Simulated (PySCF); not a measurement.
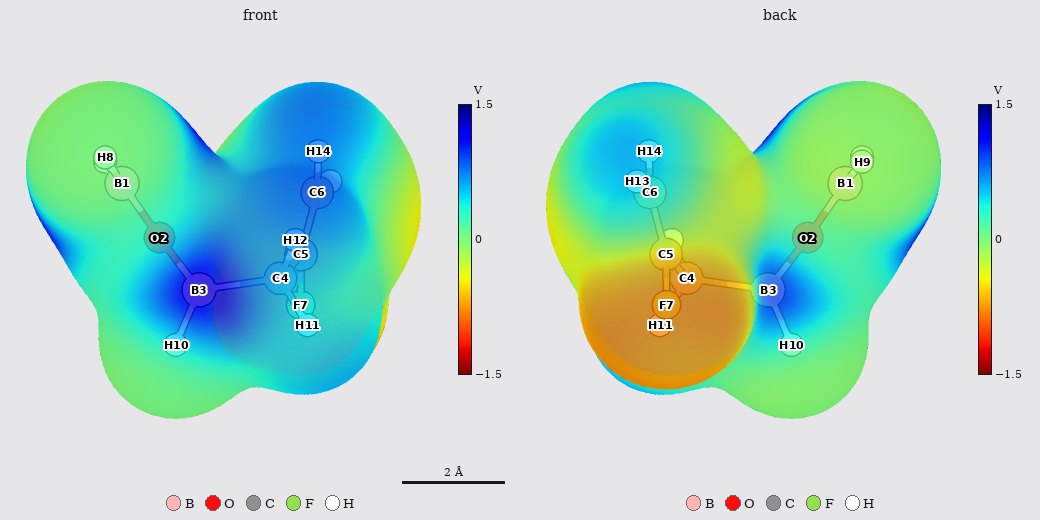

Figure 1: C$_{3}$H$_{7}$B$_{2}$FO. The electrostatic potential painted on the density surface at 0.001 e/bohr³, seen from the front and from behind; red is negative and blue positive.

Geometry: GFN2-xTB.

Computed with CAM-B3LYP/def2-SVPD, SCF density, gas phase (PySCF).

```
atom    x (Å)    y (Å)    z (Å)
   B   2.4678   0.3302   0.5512
   O   1.4532  -0.4771   0.5906
   B   0.4126  -1.2472   0.5950
   C  -0.7662  -0.9808  -0.4847
   C  -1.4912   0.2727  -0.1326
   C  -1.3922   1.4645  -0.6920
   F  -2.3232   0.1173   0.9301
   H   3.4006   0.0536  -0.1159
   H   2.4453   1.3208   1.1893
   H   0.3269  -2.1139   1.3891
   H  -1.4804  -1.8042  -0.4966
   H  -0.3492  -0.8644  -1.4842
   H  -1.9581   2.3029  -0.3277
   H  -0.7467   1.6251  -1.5337
```

> Which sites attract a positive test charge, and which a negative one?

A positive charge is drawn to the negative regions and a negative charge to the positive ones. The most negative region (about −0.8 V) lies over F7, the most positive (about +1.1 V) over B1 and B3.

> How polar is the molecule by this calculation?

Its dipole moment is 1.69 D.
